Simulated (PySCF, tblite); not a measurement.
**C7H16AlN: geometry, infrared bands, NMR shifts and electronic excitations, part 1 of 2**

Aim: predict the infrared bands, NMR shifts and electronic excitations of C7H16AlN (`C=C[C@@H]1C[CH2][AlH2-][N+]1(C)C`).

Computed with tblite 0.8.0 and PySCF 2.14.0, with density-fitted response routines of our own, on a single molecule in the gas phase. Atoms are numbered from 0 throughout.

### 1 The starting structure

25 atoms, charge 0, multiplicity 1; geometry from: force field or distance geometry start.

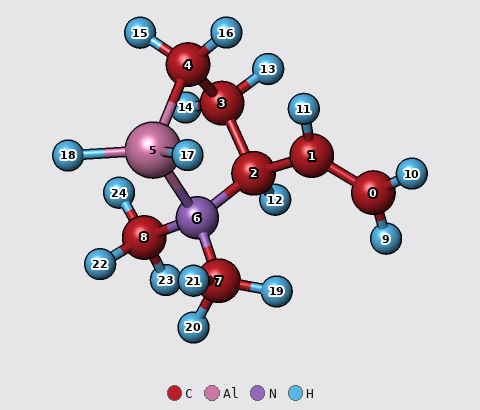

The starting geometry (carbon red, aluminium pink, nitrogen purple, hydrogen blue), atoms numbered; sticks join atoms by distance.

### 2 Optimising the geometry with GFN2-xTB

The job: settings as JSON, then the geometry in Å.

```
{"job": {"kind": "relax", "xc": "GFN2-xTB", "basis": "xTB"}, "charge": 0, "multiplicity": 1}
C      2.710000    -0.902000     0.031800
C      1.742800     0.019800     0.185500
C      0.533600     0.094400    -0.618200
C      0.215000     1.563000    -0.822300
C     -0.126800     2.169500     0.537100
Al    -1.025600     0.588400     1.372200
N     -0.625100    -0.574200    -0.124400
C     -0.445100    -1.909800     0.313700
C     -1.758800    -0.547500    -0.998500
H      2.691400    -1.672200    -0.693400
H      3.551600    -0.842500     0.709800
H      1.859000     0.767200     0.991400
H      0.726800    -0.297500    -1.647900
H      1.163000     2.054100    -1.155400
H     -0.538900     1.779900    -1.581400
H     -0.884900     2.982900     0.445000
H      0.756600     2.487900     1.115800
H     -0.290800     0.102900     2.697400
H     -2.583500     0.822700     1.553300
H      0.562000    -2.333200     0.172500
H     -1.145300    -2.554900    -0.273800
H     -0.804500    -1.994500     1.361900
H     -2.613500    -0.956900    -0.407100
H     -1.609200    -1.271800    -1.830400
H     -2.070600     0.448600    -1.325600
```

The run is started by

```bash
> OMP_NUM_THREADS=1 python probes_run.py task.json out
```

The driver reads the jobs from task.json and runs them one after another.

The log of the run:

```text
step      E/eV     max force
  0    -736.93376    3.310
  1    -737.35879    1.993
  2    -737.53556    1.499
  3    -737.66631    0.683
  4    -737.74029    0.486
  5    -737.77791    0.396
  6    -737.80898    0.338
  7    -737.83476    0.309
  8    -737.85566    0.309
  9    -737.87280    0.290
 10    -737.88926    0.328
 11    -737.90373    0.295
 12    -737.91554    0.261
 13    -737.92556    0.259
 14    -737.93452    0.233
 15    -737.94239    0.226
 16    -737.94817    0.148
 17    -737.95256    0.139
 18    -737.95733    0.171
 19    -737.96314    0.288
 20    -737.97001    0.324
 21    -737.97787    0.252
 22    -737.98654    0.200
 23    -737.99549    0.193
 24    -738.00373    0.278
 25    -738.01064    0.273
 26    -738.01620    0.178
 27    -738.02091    0.137
 28    -738.02582    0.168
 29    -738.03145    0.221
 30    -738.03726    0.210
 31    -738.04197    0.136
 32    -738.04548    0.156
 33    -738.04888    0.151
 34    -738.05312    0.153
 35    -738.05858    0.164
 36    -738.06258    0.214
 37    -738.06789    0.155
 38    -738.07140    0.152
 39    -738.07961    0.177
 40    -738.08327    0.188
 41    -738.08965    0.151
 42    -738.09395    0.156
 43    -738.09887    0.159
 44    -738.10326    0.161
 45    -738.10726    0.151
 46    -738.11114    0.133
 47    -738.11523    0.137
 48    -738.11866    0.157
 49    -738.12278    0.169
 50    -738.12612    0.168
 51    -738.12946    0.129
 52    -738.13328    0.177
 53    -738.13769    0.213
 54    -738.14171    0.178
 55    -738.14376    0.204
 56    -738.14736    0.126
 57    -738.14966    0.093
 58    -738.15211    0.097
 59    -738.15382    0.105
 60    -738.15552    0.099
 61    -738.15725    0.072
 62    -738.15854    0.068
 63    -738.15956    0.068
 64    -738.16060    0.081
 65    -738.16180    0.078
 66    -738.16307    0.071
 67    -738.16419    0.081
 68    -738.16511    0.074
 69    -738.16599    0.070
 70    -738.16690    0.070
 71    -738.16778    0.063
 72    -738.16858    0.060
 73    -738.16935    0.062
 74    -738.17007    0.050
 75    -738.17071    0.048
 76    -738.17119    0.053
 77    -738.17164    0.044
 78    -738.17202    0.041
 79    -738.17230    0.038
 80    -738.17251    0.035
 81    -738.17272    0.032
 82    -738.17295    0.030
 83    -738.17318    0.032
 84    -738.17338    0.028
 85    -738.17356    0.026
 86    -738.17377    0.034
 87    -738.17399    0.043
 88    -738.17420    0.033
 89    -738.17435    0.017
 90    -738.17444    0.019
 91    -738.17450    0.023
 92    -738.17456    0.020
 93    -738.17460    0.015
 94    -738.17464    0.011
 95    -738.17468    0.012
 96    -738.17472    0.016
 97    -738.17478    0.016
 98    -738.17484    0.017
 99    -738.17492    0.018
100    -738.17498    0.018
101    -738.17503    0.015
102    -738.17509    0.015
103    -738.17514    0.014
104    -738.17519    0.013
105    -738.17522    0.009
```

Run time: 1.8 s. Hardware: 1 thread of Arm Neoverse N1, shared host; peak memory 0.18 GiB.

Relaxation path: (not every step is listed)

```
step  energy from step 0 (eV)  largest force (eV/Å)
   0                   0.0000                3.3105
   1                  -0.4250                1.9929
   2                  -0.6018                1.4988
   3                  -0.7325                0.6833
   4                  -0.8065                0.4858
   5                  -0.8442                0.3963
   6                  -0.8752                0.3376
   7                  -0.9010                0.3092
   8                  -0.9219                0.3094
  17                  -1.0188                0.1390
  26                  -1.0824                0.1780
  35                  -1.1248                0.1636
  44                  -1.1695                0.1611
  53                  -1.2039                0.2127
  62                  -1.2248                0.0682
  71                  -1.2340                0.0627
  80                  -1.2387                0.0354
  89                  -1.2406                0.0172
  98                  -1.2411                0.0168
 100                  -1.2412                0.0181
 101                  -1.2413                0.0149
 102                  -1.2413                0.0151
 103                  -1.2414                0.0143
 104                  -1.2414                0.0133
 105                  -1.2415                0.0094
```

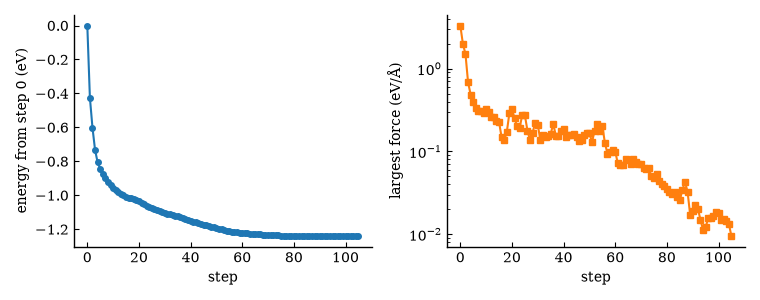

Energy and force, step by step.

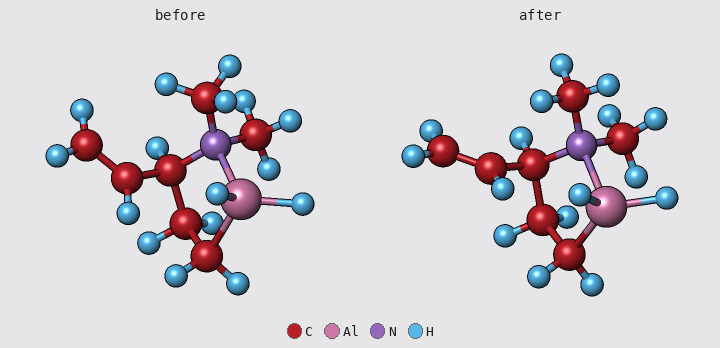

Before and after, at one scale.

Close pairs (by a distance rule), those that changed most:

```
   bond  before (Å)  after (Å)  change (Å)
 Al5–N6       1.937      2.069      +0.132
  C2–N6       1.426      1.472      +0.046
  C1–C2       1.454      1.497      +0.043
  N6–C7       1.417      1.454      +0.037
 C8–H22       1.117      1.089      -0.028
 C4–Al5       2.001      2.029      +0.028
Al5–H18       1.586      1.560      -0.026
  C0–C1       1.345      1.319      -0.026
```

The end geometry stands in the next job.

### 3 Harmonic vibrations with GFN2-xTB

The job: settings as JSON, then the geometry in Å.

```
{"job": {"kind": "ir", "xc": "GFN2-xTB", "basis": "xTB"}, "charge": 0, "multiplicity": 1}
C      2.848952    -0.713985    -0.141824
C      1.686733    -0.227971     0.249389
C      0.503639    -0.030988    -0.645766
C      0.334713     1.482301    -0.877952
C     -0.154520     2.172341     0.412552
Al    -1.077784     0.768598     1.550107
N     -0.705600    -0.559382     0.007291
C     -0.524081    -1.946907     0.402853
C     -1.863993    -0.448140    -0.866683
H      3.012831    -1.048040    -1.154779
H      3.689074    -0.794817     0.526247
H      1.525605     0.111919     1.266275
H      0.667800    -0.546539    -1.606912
H      1.296113     1.879320    -1.218317
H     -0.379008     1.639416    -1.689031
H     -0.711000     3.075502     0.129348
H      0.725890     2.561723     0.949096
H     -0.296952     0.134831     2.751476
H     -2.630795     0.663805     1.648907
H      0.344541    -2.032405     1.052694
H     -0.385314    -2.599434    -0.466407
H     -1.401491    -2.272391     0.961498
H     -2.699659    -0.983141    -0.417870
H     -1.663494    -0.861037    -1.861007
H     -2.153136     0.599565    -0.952051
```

The log of the run:

```text
mode    cm-1     km/mol
  1      81.5      0.38
  2     101.2      1.41
  3     141.7      0.48
  4     153.5      1.28
  5     189.3      0.13
  6     219.9      0.15
  7     239.8      0.71
  8     288.5      0.55
  9     293.2      3.16
 10     306.0      4.41
 11     344.0      1.63
 12     361.2      3.02
 13     415.6      0.18
 14     452.2      2.78
 15     459.5      4.64
 16     482.3      4.27
 17     548.4     47.72
 18     574.4    116.31
 19     602.8    133.91
 20     664.1    297.06
 21     711.0    164.17
 22     802.7    480.36
 23     860.5      3.23
 24     874.2      3.32
 25     900.7     12.16
 26     959.2     19.12
 27     960.1      8.58
 28    1018.7     33.13
 29    1027.5      9.85
 30    1030.8     12.15
 31    1069.9      7.64
 32    1072.6      3.98
 33    1088.6     28.40
 34    1130.8     15.85
 35    1174.0      4.71
 36    1187.4      4.76
 37    1218.8      7.95
 38    1233.9      2.91
 39    1243.1      0.94
 40    1247.4      3.91
 41    1276.3      4.11
 42    1320.6     13.44
 43    1326.5      7.33
 44    1403.8      2.02
 45    1417.6      0.48
 46    1424.2      3.29
 47    1461.7      1.44
 48    1469.6      5.09
 49    1478.3      5.13
 50    1478.9      1.01
 51    1484.7     16.38
 52    1511.8      2.62
 53    1669.3    414.76
 54    1713.3    319.06
 55    1715.7     60.59
 56    2832.6     75.56
 57    2848.7     55.40
 58    2902.3     45.19
 59    2930.6     15.37
 60    2935.4     82.11
 61    2937.5     67.66
 62    2972.4     56.67
 63    2995.9     16.72
 64    3004.5     14.29
 65    3016.4     21.77
 66    3028.1     12.22
 67    3030.8     11.98
 68    3087.1     33.10
 69    3125.2     31.02
```

Wall time 2.1 s (1 thread of Arm Neoverse N1, shared host); peak memory 0.18 GiB.

The strongest bands and the atoms that carry them (share of the mass-weighted mode):

```
cm⁻¹  km/mol                                  atoms
 574   116.3                               H17 14 %
 603   133.9  H17 19 %, H18 16 %, C4 15 %, H15 13 %
 664   297.1            H18 25 %, H17 19 %, C1 16 %
 711   164.2                       C3 20 %, C1 16 %
 803   480.4                     H17 48 %, H18 41 %
1669   414.8                               H17 93 %
1713   319.1                      H18 72 %, C1 12 %
2935    82.1                     H23 66 %, H20 23 %
```

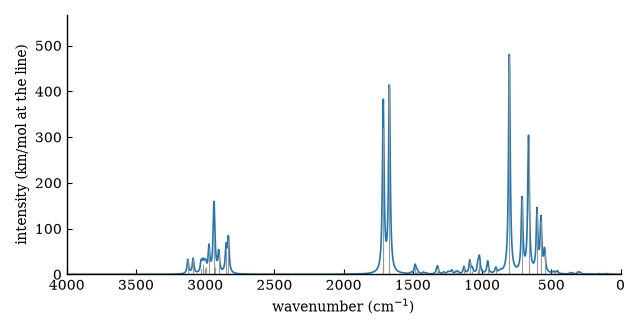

The infrared spectrum from these modes, unscaled. Lines are broadened to a width of 14 cm⁻¹ (Lorentzian).

### 4 Geometry optimisation at PBE0-D3(BJ)/def2-SVP

The job: settings as JSON, then the geometry in Å.

```
{"job": {"xc": "PBE0", "basis": "def2-SVP", "d3": "d3bj", "grid": 1, "shake": 0.01, "kind": "geom"}, "charge": 0, "multiplicity": 1}
C      2.869360    -0.739540    -0.137640
C      1.681060    -0.232500     0.247230
C      0.483440    -0.033310    -0.654420
C      0.367940     1.484560    -0.881480
C     -0.157330     2.165660     0.402000
Al    -1.081690     0.773420     1.547720
N     -0.696020    -0.561380     0.007530
C     -0.508620    -1.941460     0.397800
C     -1.865820    -0.442730    -0.847330
H      3.010130    -1.050480    -1.144760
H      3.680210    -0.797730     0.535070
H      1.531410     0.112830     1.272980
H      0.639520    -0.536330    -1.616510
H      1.279430     1.882080    -1.211310
H     -0.383460     1.628650    -1.688770
H     -0.711530     3.089560     0.136820
H      0.727830     2.572840     0.947040
H     -0.306210     0.140670     2.757300
H     -2.632940     0.655980     1.651200
H      0.319600    -2.025500     1.057610
H     -0.401700    -2.598820    -0.476050
H     -1.393920    -2.292730     0.952350
H     -2.692560    -0.971580    -0.439450
H     -1.668470    -0.857760    -1.867100
H     -2.137230     0.587650    -0.948510
```

The log of the run:

```text
step   0  E = -572.71534895  max force = 0.060399
step   1  E = -572.72818223  max force = 0.014138
step   2  E = -572.72878783  max force = 0.002967
step   3  E = -572.72883474  max force = 0.003243
step   4  E = -572.72894529  max force = 0.001159
step   5  E = -572.72898692  max force = 0.000984
step   6  E = -572.72903904  max force = 0.000441
step   7  E = -572.72910521  max force = 0.000778
step   8  E = -572.72912081  max force = 0.000632
step   9  E = -572.72913064  max force = 0.000229
optimisation converged
```

Run time: 6.6 min. Hardware: 1 thread of Arm Neoverse N1, shared host; peak memory 1.1 GiB.

The steps of the relaxation:

```
step  energy from step 0 (eV)  largest force component (eV/Å)
   0                   0.0000                          3.1058
   1                  -0.3492                          0.7270
   2                  -0.3657                          0.1526
   3                  -0.3670                          0.1668
   4                  -0.3700                          0.0596
   5                  -0.3711                          0.0506
   6                  -0.3725                          0.0227
   7                  -0.3743                          0.0400
   8                  -0.3748                          0.0325
   9                  -0.3750                          0.0118
```

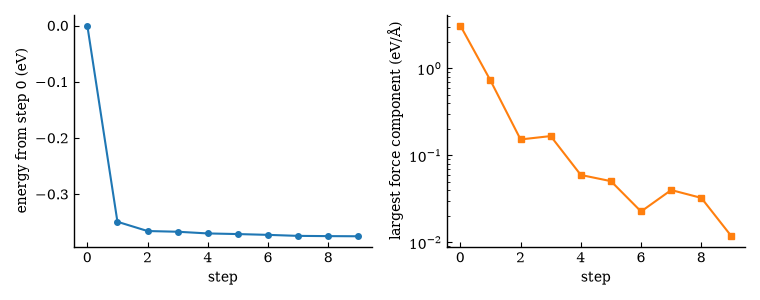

Energy and force, step by step.

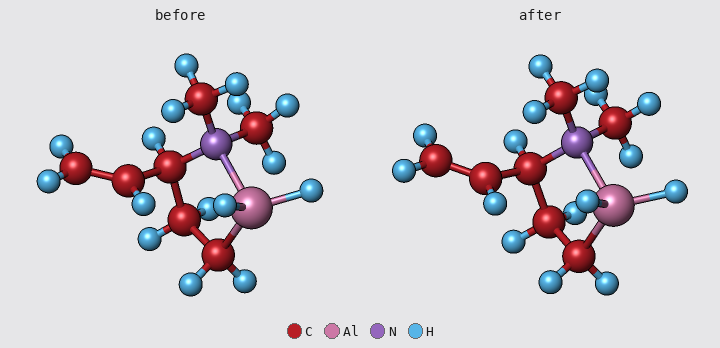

Before and after, at one scale.

Close pairs (by a distance rule), those that changed most:

```
   bond  before (Å)  after (Å)  change (Å)
 C3–H13       1.048      1.104      +0.056
  C2–N6       1.452      1.501      +0.049
Al5–H18       1.559      1.608      +0.049
Al5–H17       1.570      1.610      +0.040
 C0–H10       1.055      1.093      +0.038
 C8–H22       1.063      1.097      +0.035
 C7–H19       1.062      1.096      +0.034
  C0–H9       1.063      1.095      +0.032
```

The end geometry stands in the next job.

```
                         at the end point                value
  point group (found at 0.08 Å tolerance)                   C1
rotational constants (GHz, main isotopes)  1.660, 1.252, 1.013
                        dipole moment (D)                 4.48
```

(Continued in part 2 of 2.)
